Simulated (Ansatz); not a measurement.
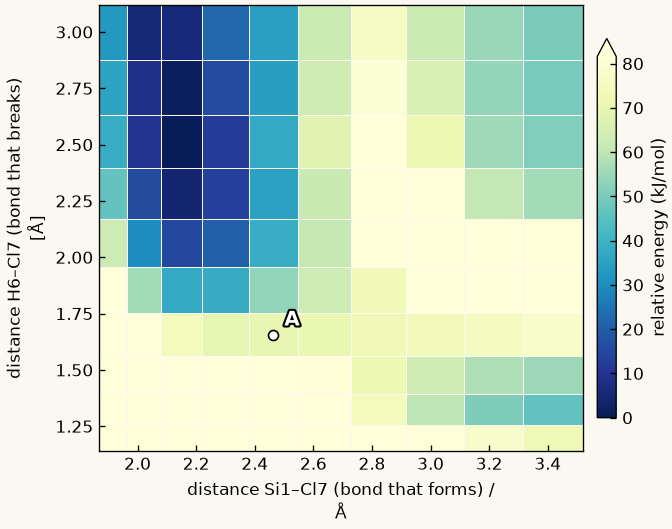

The reacting system ClF2H4NSi (fragments F₂H₃NSi + ClH where the first distance is long, ClF₂HSi + H₃N where the second is long). Coordinates scanned: (1) distance Si1–Cl7 (bond that forms); (2) distance H6–Cl7 (bond that breaks). Relaxed at each point: all other coordinates. The grid has 10 × 10 points. Points are written as (first, second). All energies are given in kJ/mol relative to the lowest grid point. Energies and slopes of some neighbouring points disagree (a jump in structure or state, or too coarse a mesh). The reference is spin-restricted, so regions where a bond is pulled apart into radicals lie too high. Method: RKS PBE-D4/def2-SVP (Ansatz).

In the figure: one coloured cell a grid point, one colour for all values above the top of the scale, the point A.

Q: Which way does the force act at A, and how strong is it?

A: A, at (2.461 Å, 1.653 Å), is not a stationary point. The computed force is 6.2 kJ/mol for each Å towards larger values of the first coordinate and 109 kJ/mol for each Å towards larger values of the second coordinate.
